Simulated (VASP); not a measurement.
Band structure of AuIr3 (ordered alloy cell). Calculation: PBEsol GGA, VASP's PBE PAW potentials (set 64) (plane waves; VASP).

Unless said otherwise, spin-orbit coupling is left out, though it shifts the bands of the heavy elements here.

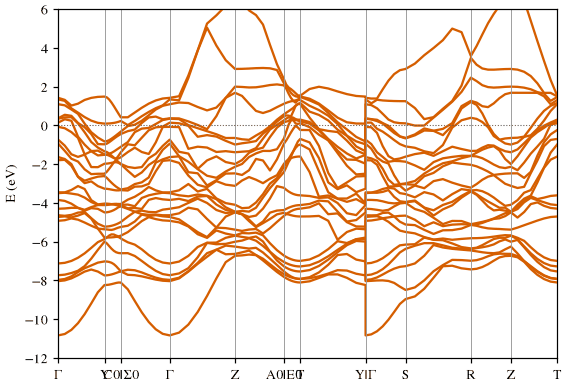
*Bands along high-symmetry lines, zero at the valence-band maximum or, without a gap, the Fermi level*

Q: Read the plot: is there a gap, and where are the band edges?

A: It has no gap at this level: it comes out as a metal or semimetal. (Edges off the drawn lines would not show.)

The structure was generated: AuIr3 was put into an ordered model structure (Cmmm), which need not be its known phase. It was relaxed first.
